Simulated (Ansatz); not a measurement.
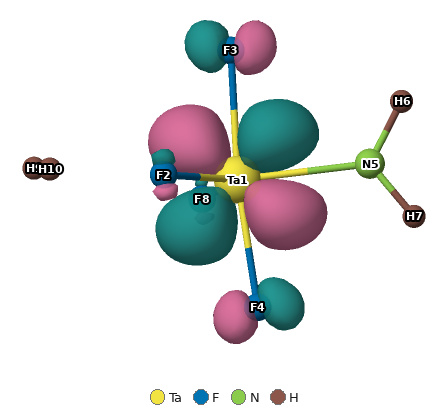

Figure 1: F₄H₂NTa···H₂. The LUMO at ±0.2 Å⁻³ᐟ² (teal and pink are the two phases), seen across its widest extent.

Core potentials replace the inner electrons of Ta; not at a stationary point (largest force 1.7 eV/Å).

Level of theory: Ansatz 0.2.0, RKS r2SCAN-D4/def2-SVP.

```xyz
10

Ta   -0.0675    0.1544    0.0887
F     1.8289    0.2986    0.2571
F    -0.2951    0.3583    1.9558
F     0.0780    0.1284   -1.7973
N    -1.0314    1.8394   -0.1122
H    -1.3927    2.3709    0.6759
H    -1.2248    2.2782   -1.0082
F    -1.1474   -1.3832    0.0684
H     1.3689   -2.3451    0.9123
H     1.7682   -1.7599    0.7957
```

Question: Where does this orbital lie, and at what energy?

Answer: Its weight (Hirshfeld) is mainly on Ta1 (about 70 %), F4 (about 10 %) and F3 (about 10 %). Its energy is −3.21 eV.
